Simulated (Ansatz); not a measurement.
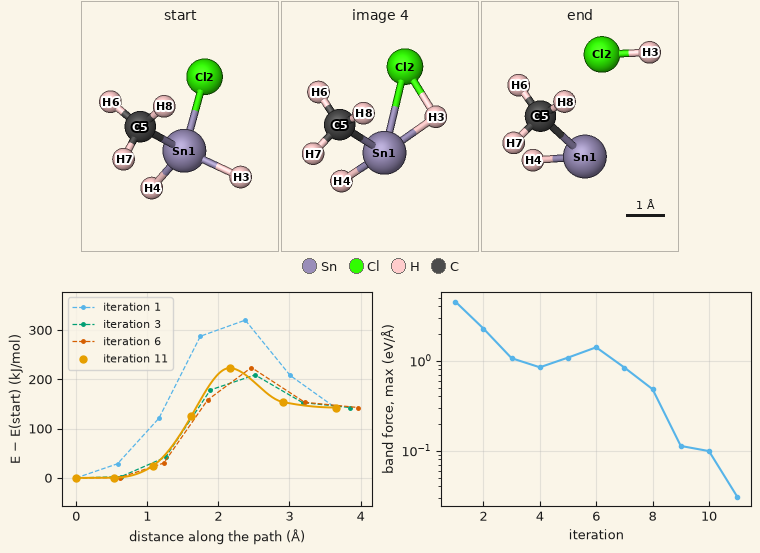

A search for the minimum-energy path of CH$_{5}$ClSn by the nudged elastic band. Images are numbered from 0 (start) to 6 (end). The plot follows the band through its iterations. The picture is a ball-and-stick view, seen from a free direction.

Theory: RKS BHLYP-D4/def2-SVP in Ansatz. Set-up: 5 movable images; climbing image; force threshold 0.05 eV/Å; iteration limit 60; starting path through a guess of the saddle point.

> Judge this run.

The result is final at these settings. The band converged in 11 iterations. The largest component of the band force went from 4.5 to 0.031 eV/Å. The climbing image converged on the top of the path. Its vibrational analysis gives one imaginary mode (1147i cm⁻¹), as a transition state must have. The first iteration put the highest image at 320.2 kJ/mol. The highest point, image 4, lies 222.9 kJ/mol above the start and 80.0 kJ/mol above the end; the end is at +142.9 kJ/mol relative to the start.
